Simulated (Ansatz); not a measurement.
## BeTe, response to strain

The parent structure is BeTe in the zinc blende structure (space group F-43m, No. 216).

```cif
data_Be4Te4
_chemical_formula_sum 'Te4 Be4'
_space_group_name_H-M_alt 'F-43m'
_space_group_IT_number 216
_space_group_name_Hall 'F -4 2 3'
_cell_length_a 5.66375
_cell_length_b 5.66375
_cell_length_c 5.66375
_cell_angle_alpha 90.000
_cell_angle_beta 90.000
_cell_angle_gamma 90.000
loop_
_atom_site_label
_atom_site_type_symbol
_atom_site_symmetry_multiplicity
_atom_site_Wyckoff_symbol
_atom_site_fract_x
_atom_site_fract_y
_atom_site_fract_z
_atom_site_occupancy
Te1 Te 4 c 0.25000 0.25000 0.25000 1
Be1 Be 4 a 0.00000 0.00000 0.00000 1
```
(The calculation used a cell of 2 atoms; values per cell refer to that cell.)

Strains are applied to the cell and any free atomic positions relax.

All numbers come from plane-wave PAW DFT at the PBE level (Ansatz, a first-principles code, 420 eV), no spin-orbit coupling, earlier PAW set.

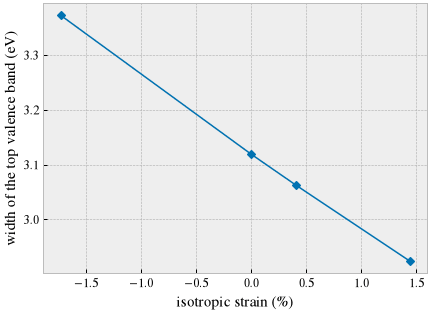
*Width of the top valence band against isotropic strain*

From the plot, what is the width of the top valence band for isotropic strain +0.41 %?

About 3.06 eV.

Is the trend monotonic over the range shown?

Yes, it falls throughout, spanning 2.92 eV to 3.37 eV.

Spin-orbit coupling, missing from the scalar runs, can matter with Te. The levels and masses belong to the bands next to the band gap. No phonon test of stability was made.
